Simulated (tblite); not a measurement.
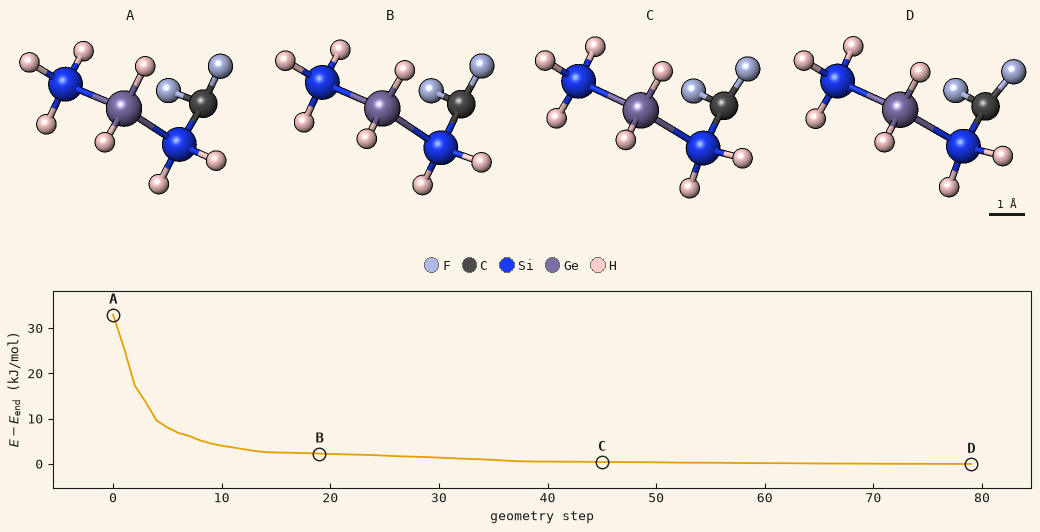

Frames of a relaxation of CH7F2GeSi2 (multiplicity 2), marked on the history of the run. The picture is a ball-and-stick view, seen from a free direction.

Method: GFN2-xTB geometry optimisation, gas phase (tblite 0.8.0). 

Describe the path.

Answer. Over 79 geometry steps the energy falls by 33.0 kJ/mol. An F atom moves most after the best rigid fit: 0.51 Å. Largest moves by element: F 0.51 Å, H 0.35 Å, Si 0.25 Å, Ge 0.18 Å, C 0.11 Å. Among the contacts that change: Ge–Si 2.307 → 2.370 Å, Ge–Si 2.313 → 2.354 Å, Ge–H 1.554 → 1.519 Å, C–F 1.382 → 1.348 Å. Among the angles between lasting bonds that change: Si–Ge–Si 109.1° → 122.5°, F–C–Si 108.9° → 120.9°, H–Ge–H 109.5° → 98.6°. Cost: 0.57 s on 1 thread of Arm Neoverse V1 (shared host). From step 0 to 19: an H atom moves most (0.18 Å), energy −30.7 kJ/mol. From step 19 to 45: an H atom moves most (0.25 Å), energy −1.85 kJ/mol. From step 45 to 79: an F atom moves most (0.23 Å), energy −0.44 kJ/mol.
